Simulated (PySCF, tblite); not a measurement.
# C₇H₄F₂O: dynamics, then NMR shifts on frames, part 1 of 2

Aim: move C₇H₄F₂O (`C#Cc1occc1C(F)F`) away from its starting geometry and see how NMR shifts follow the geometry.

Programs: tblite 0.8.0 and PySCF 2.14.0, with density-fitted response routines of our own. Each step states its level of theory. These are calculated values for one molecule in the gas phase, unless marked as measured. Atoms count from 0, in the outputs and in this text.

### Step 1. The starting structure

14 atoms, charge 0, multiplicity 1; geometry from: GFN2-xTB.

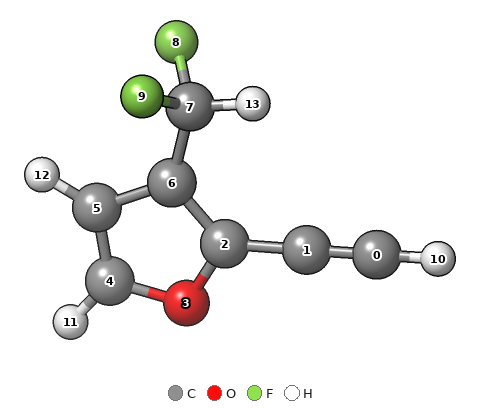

As it starts; carbon grey, oxygen red, fluorine green, hydrogen white, atoms numbered.

### Step 2. Thermal motion with GFN2-xTB

The job: settings as JSON, then the geometry in Å.

```
{"job": {"kind": "md", "xc": "GFN2-xTB", "basis": "xTB", "temperature": 400, "steps": 2000, "every": 50, "frames": 5}, "charge": 0, "multiplicity": 1}
C      2.709744    -1.096521     1.077594
C      1.593988    -0.959469     0.654113
C      0.290009    -0.787871     0.161526
O     -0.507036    -1.850475    -0.054197
C     -1.676887    -1.389219    -0.517605
C     -1.664080    -0.031535    -0.612953
C     -0.379701     0.372324    -0.169687
C      0.146150     1.759778    -0.073633
F      0.182418     2.362993    -1.292249
F     -0.656285     2.541187     0.696719
H      3.684255    -1.214054     1.447501
H     -2.434797    -2.113621    -0.739635
H     -2.450240     0.611063    -0.950312
H      1.161784     1.794948     0.350651
```

Level: GFN2-xTB Langevin dynamics, gas phase.

Run with:

```bash
OMP_NUM_THREADS=1 python probes_run.py task.json out
```

One launch serves the whole session: the jobs run in the order shown.

The log of the run:

```text
t/fs     T/K      E/eV
    0.0   309.9   -829.39805
   25.0   204.1   -828.93977
   50.0   347.4   -828.92551
   75.0   366.0   -828.93382
  100.0   290.6   -828.74358
  125.0   307.0   -828.84833
  150.0   330.5   -828.92872
  175.0   383.9   -828.81139
  200.0   430.6   -828.70527
  225.0   386.9   -828.69161
  250.0   296.9   -828.89399
  275.0   353.9   -828.92070
  300.0   276.5   -828.99149
  325.0   314.0   -828.95503
  350.0   374.3   -828.88047
  375.0   357.5   -828.78313
  400.0   345.7   -828.71341
  425.0   340.4   -828.58797
  450.0   480.7   -828.89056
  475.0   403.5   -828.75224
  500.0   407.8   -828.85022
  525.0   344.0   -828.85897
  550.0   318.3   -828.79105
  575.0   314.8   -828.65129
  600.0   569.2   -828.69428
  625.0   399.5   -828.54724
  650.0   601.0   -829.01595
  675.0   396.5   -828.62676
  700.0   375.5   -828.53674
  725.0   503.5   -828.81918
  750.0   403.6   -828.70922
  775.0   427.7   -828.72244
  800.0   487.5   -828.70165
  825.0   396.6   -828.56942
  850.0   267.7   -828.68868
  875.0   302.6   -828.92410
  900.0   269.3   -828.95863
  925.0   217.9   -828.96621
  950.0   231.6   -829.03958
  975.0   266.2   -829.07338
 1000.0   403.0   -829.07878
```

Wall time 20 s (1 thread of Arm Neoverse N1, shared host); peak memory 0.18 GiB.

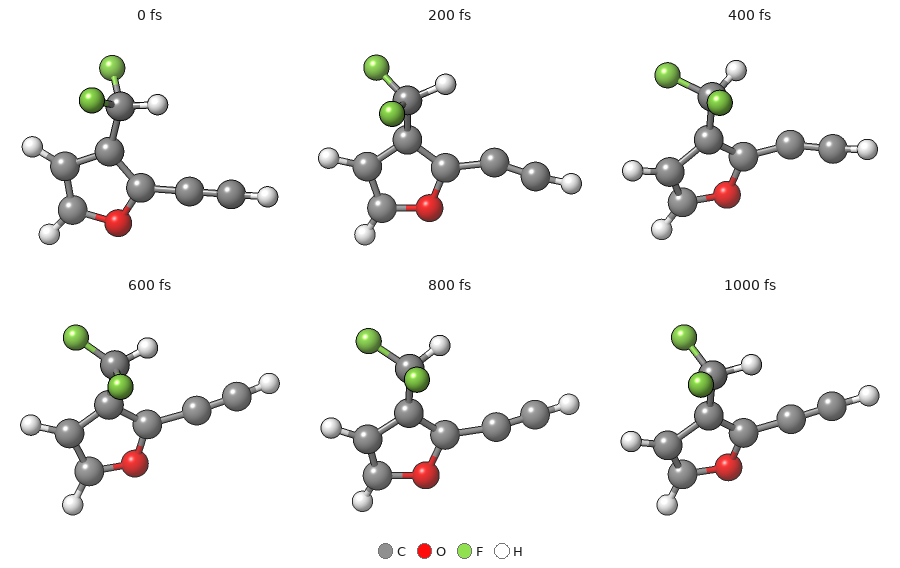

Frames of the run.

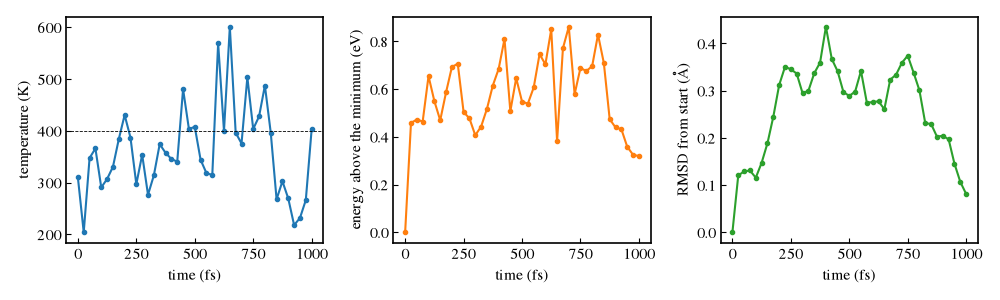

Temperature, potential energy and distance from the start.

Positions (Å) and forces (eV/Å) at 1000 fs:

```xyz
14

C     3.142   -0.612    0.501    0.871   -0.028   -0.075
C     1.945   -0.729    0.535    0.835    0.348    0.051
C     0.552   -0.797    0.629    1.237   -0.781   -0.767
O    -0.021   -1.961    0.267   -0.432    0.552    0.488
C    -1.338   -1.787    0.443   -0.396    0.692    0.854
C    -1.631   -0.527    0.934    0.150    0.077   -0.674
C    -0.341    0.151    0.982   -2.368    0.493    0.500
C    -0.050    1.584    1.345    1.201   -0.482   -0.561
F    -0.606    2.499    0.502    0.323   -0.393   -0.464
F    -0.490    1.986    2.523   -0.718   -0.154    1.500
H     4.221   -0.554    0.446   -1.124   -0.055    0.055
H    -1.915   -2.685    0.358   -0.297    0.110   -0.216
H    -2.632   -0.072    1.117    1.259   -0.614   -0.132
H     1.072    1.691    1.411   -0.540    0.235   -0.557
```

### Step 3. Nuclear shieldings: 250 fs, PBE0/pcSseg-1

The job: settings as JSON, then the geometry in Å.

```
{"job": {"kind": "nmr", "xc": "PBE0", "basis": "pcSseg-1", "pop": false}, "charge": 0, "multiplicity": 1}
C      2.916800    -1.305800     0.387800
C      1.758200    -1.013000     0.413600
C      0.354400    -0.934600     0.073000
O     -0.258400    -2.119900    -0.031400
C     -1.577900    -1.842200    -0.383000
C     -1.806800    -0.530600    -0.429400
C     -0.567800     0.124900    -0.184500
C     -0.380400     1.528300     0.218000
F     -1.232600     2.437300    -0.342300
F     -0.735500     1.639200     1.559000
H      3.892400    -1.436900     0.639800
H     -2.171700    -2.711100    -0.591500
H     -2.672400     0.019000    -0.643600
H      0.665100     1.843500     0.220700
```

Level: GIAO PBE0/pcSseg-1 NMR shielding, non-relativistic, gas phase.

The log of the run:

```text
coarse grid: 13344 points
cycle   1  E = -543.0924694597  dE =  1.917e+00  |g| = 8.276e-01  |ddm| = 3.751e+00
cycle   2  E = -542.9620255104  dE =  1.304e-01  |g| = 1.232e+00  |ddm| = 1.618e+00
cycle   3  E = -543.2104878991  dE = -2.485e-01  |g| = 1.572e-01  |ddm| = 1.014e+00
cycle   4  E = -543.2143478855  dE = -3.860e-03  |g| = 9.610e-02  |ddm| = 2.134e-01
cycle   5  E = -543.2165102809  dE = -2.162e-03  |g| = 2.227e-02  |ddm| = 7.846e-02
cycle   6  E = -543.2166043953  dE = -9.411e-05  |g| = 8.943e-03  |ddm| = 2.405e-02
cycle   7  E = -543.2166211909  dE = -1.680e-05  |g| = 3.133e-03  |ddm| = 9.474e-03
cycle   8  E = -543.2166234691  dE = -2.278e-06  |g| = 5.568e-04  |ddm| = 3.189e-03
final grid: 134360 points
cycle   9  E = -543.3018965868  dE = -4.159e-05  |g| = 1.151e-02  |ddm| = 4.261e-02
cycle  10  E = -543.3018515313  dE =  4.506e-05  |g| = 1.968e-02  |ddm| = 2.122e-02
cycle  11  E = -543.3019199747  dE = -6.844e-05  |g| = 2.275e-03  |ddm| = 1.404e-02
cycle  12  E = -543.3019211981  dE = -1.223e-06  |g| = 5.530e-04  |ddm| = 2.485e-03
cycle  13  E = -543.3019212581  dE = -6.008e-08  |g| = 1.709e-04  |ddm| = 5.989e-04
cycle  14  E = -543.3019212630  dE = -4.869e-09  |g| = 9.173e-05  |ddm| = 1.901e-04
cycle  15  E = -543.3019212649  dE = -1.933e-09  |g| = 2.147e-05  |ddm| = 8.229e-05
cycle  16  E = -543.3019212650  dE = -9.800e-11  |g| = 8.653e-06  |ddm| = 2.254e-05
converged SCF energy = -543.3019212650

GIAO shielding tensors (ppm)
atom      isotropic    diamagn.    paramagn.     s11        s22        s33       span
  0 C       90.873     262.612    -171.738     17.233     48.381    207.006    189.773
  1 C      105.378     254.324    -148.946      5.980     15.167    294.986    289.006
  2 C       34.980     255.256    -220.275    -39.931     39.816    105.056    144.987
  3 O       -2.125     397.455    -399.580   -125.162    -94.127    212.914    338.077
  4 C       35.939     249.752    -213.813    -25.359     35.326     97.851    123.210
  5 C       72.361     251.326    -178.965    -12.514     57.597    171.999    184.513
  6 C       49.823     259.547    -209.724    -21.982     37.476    133.974    155.956
  7 C       67.415     236.853    -169.438     49.206     59.021     94.019     44.813
  8 F      314.075     470.796    -156.720    195.631    354.685    391.910    196.278
  9 F      246.701     474.126    -227.425    104.473    298.184    337.447    232.974
 10 H       29.621      32.975      -3.353     25.160     26.126     37.577     12.417
 11 H       24.237      28.888      -4.652     21.048     24.814     26.849      5.801
 12 H       24.959      31.303      -6.345     22.389     24.805     27.682      5.293
 13 H       24.443      28.153      -3.710     21.785     24.187     27.355      5.570
```

Run time: 49 s. Hardware: 1 thread of Arm Neoverse N1, shared host; peak memory 0.84 GiB.

Shifts follow as δ = σ(reference) − σ, with reference shieldings (ppm) from runs at the same level and on the same kind of geometry: 1H TMS 31.72, 13C TMS 186.9, 19F CFCl3 170.9, 17O H2O 336.1. The references are single molecules in the gas phase, so shifts against H2O, NH3, PH3, H3PO4 or CFCl3 are not on the usual liquid scales and can be off by tens of ppm. Each atom is listed at this fixed geometry, with no averaging over motion; a spectrum would average atoms that exchange fast.

```
atoms                                               environment  σ (ppm)  δ (ppm)
   C2       substituted aromatic carbon next to the ring oxygen     35.0    151.9
   C4                       aromatic CH next to the ring oxygen     35.9    151.0
   C6                               substituted aromatic carbon     49.8    137.1
   C7                 sp3 CH bonded to 2 F, on an aromatic ring     67.4    119.5
   C5                                               aromatic CH     72.4    114.6
   C0                                    terminal alkyne carbon     90.9     96.1
   C1                                             alkyne carbon    105.4     81.5
  H11        hydrogen on an aromatic CH next to the ring oxygen    24.24     7.48
  H13  hydrogen on an sp3 CH bonded to 2 F, on an aromatic ring    24.44     7.27
  H12                                hydrogen on an aromatic CH    24.96     6.76
  H10                      hydrogen on a terminal alkyne carbon    29.62     2.10
   O3                                      aromatic ring oxygen     -2.1    338.2
   F9                                   fluorine of a CF2 group    246.7    -75.8
   F8                                   fluorine of a CF2 group    314.1   -143.1
```

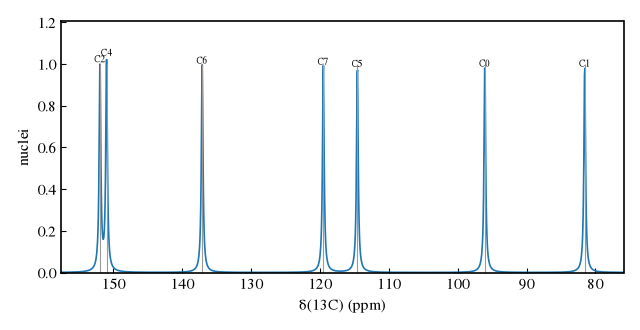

13C lines at the computed shifts, without couplings. Lines are broadened to a width of 0.28 ppm (Lorentzian).

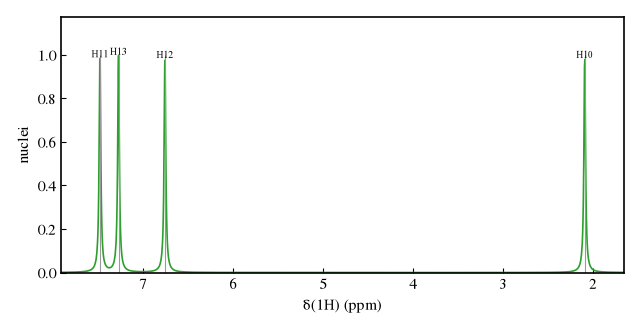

1H lines at the computed shifts, without couplings. Lines are broadened to a width of 0.02 ppm (Lorentzian).

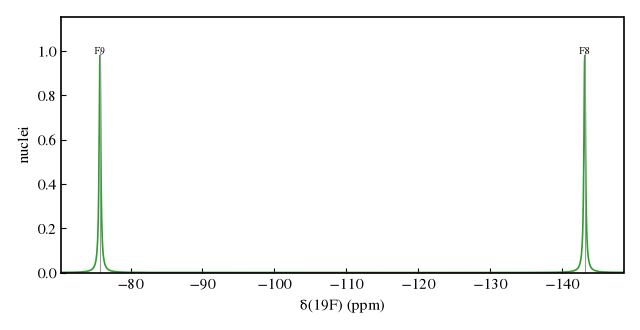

19F lines at the computed shifts, without couplings. Lines are broadened to a width of 0.27 ppm (Lorentzian).

Ring of atoms C2, O3, C4, C5, C6: NICS(0) -12.2, NICS(1) -10.1, NICS(1)zz -24.2 ppm (means of both faces).

### Step 4. Shielding tensors: 425 fs, PBE0/pcSseg-1

The job: settings as JSON, then the geometry in Å.

```
{"job": {"kind": "nmr", "xc": "PBE0", "basis": "pcSseg-1", "pop": false}, "charge": 0, "multiplicity": 1}
C      3.052100    -0.988700     0.215900
C      1.850100    -1.036400     0.103800
C      0.459200    -0.946800    -0.082100
O     -0.256600    -2.056200    -0.387000
C     -1.545500    -1.924500    -0.062800
C     -1.751900    -0.679500     0.427700
C     -0.476600    -0.040000     0.374100
C     -0.295100     1.397800     0.405300
F     -1.314700     2.130200    -0.149600
F     -0.216500     1.826900     1.655500
H      4.123000    -0.968600    -0.003900
H     -2.252600    -2.706100    -0.105400
H     -2.698700    -0.368900     0.771000
H      0.507200     1.718300    -0.231000
```

Method: GIAO PBE0/pcSseg-1 NMR shielding, non-relativistic, gas phase.

The log of the run:

```text
coarse grid: 13344 points
cycle   1  E = -543.1016517183  dE =  2.114e+00  |g| = 7.885e-01  |ddm| = 3.843e+00
cycle   2  E = -543.0187079548  dE =  8.294e-02  |g| = 1.093e+00  |ddm| = 1.416e+00
cycle   3  E = -543.2077158334  dE = -1.890e-01  |g| = 1.316e-01  |ddm| = 8.721e-01
cycle   4  E = -543.2100233268  dE = -2.307e-03  |g| = 8.648e-02  |ddm| = 1.788e-01
cycle   5  E = -543.2117370428  dE = -1.714e-03  |g| = 2.174e-02  |ddm| = 7.322e-02
cycle   6  E = -543.2118308163  dE = -9.377e-05  |g| = 9.106e-03  |ddm| = 2.316e-02
cycle   7  E = -543.2118489292  dE = -1.811e-05  |g| = 2.888e-03  |ddm| = 1.003e-02
cycle   8  E = -543.2118508471  dE = -1.918e-06  |g| = 5.085e-04  |ddm| = 3.126e-03
final grid: 134360 points
cycle   9  E = -543.2945570761  dE = -4.068e-05  |g| = 1.074e-02  |ddm| = 5.292e-02
cycle  10  E = -543.2945208795  dE =  3.620e-05  |g| = 1.786e-02  |ddm| = 2.034e-02
cycle  11  E = -543.2945775811  dE = -5.670e-05  |g| = 2.040e-03  |ddm| = 1.337e-02
cycle  12  E = -543.2945785763  dE = -9.952e-07  |g| = 4.633e-04  |ddm| = 2.512e-03
cycle  13  E = -543.2945786163  dE = -3.999e-08  |g| = 1.686e-04  |ddm| = 5.523e-04
cycle  14  E = -543.2945786208  dE = -4.554e-09  |g| = 8.991e-05  |ddm| = 2.012e-04
cycle  15  E = -543.2945786227  dE = -1.909e-09  |g| = 1.897e-05  |ddm| = 8.169e-05
cycle  16  E = -543.2945786228  dE = -8.254e-11  |g| = 6.973e-06  |ddm| = 2.335e-05
converged SCF energy = -543.2945786228

GIAO shielding tensors (ppm)
atom      isotropic    diamagn.    paramagn.     s11        s22        s33       span
  0 C       83.204     262.234    -179.030      9.472     54.103    186.035    176.563
  1 C      107.052     253.206    -146.154      6.464     17.431    297.260    290.796
  2 C       45.565     253.094    -207.529    -19.424     48.466    107.653    127.076
  3 O       10.686     395.552    -384.865   -155.141    -44.946    232.146    387.287
  4 C       34.042     254.452    -220.409    -57.605     41.103    118.630    176.235
  5 C       64.320     250.288    -185.969    -31.074     65.038    158.995    190.069
  6 C       47.680     260.036    -212.357    -27.592     26.100    144.531    172.124
  7 C       75.016     236.822    -161.806     52.041     73.362     99.644     47.603
  8 F      295.093     471.457    -176.364    173.299    354.164    357.814    184.515
  9 F      301.943     470.376    -168.432    212.206    303.767    389.857    177.651
 10 H       26.610      30.826      -4.216     22.794     23.884     33.151     10.358
 11 H       23.917      29.515      -5.599     21.198     24.445     26.106      4.908
 12 H       24.704      31.751      -7.047     22.723     24.363     27.025      4.302
 13 H       25.082      29.419      -4.337     21.151     25.262     28.832      7.681
```

Wall time 50 s (1 thread of Arm Neoverse N1, shared host); peak memory 0.84 GiB.

Key values: δ C4 152.9, C2 141.4, C6 139.2, C5 122.6, H11 7.80, H12 7.01 ppm.

(Continued in part 2 of 2.)
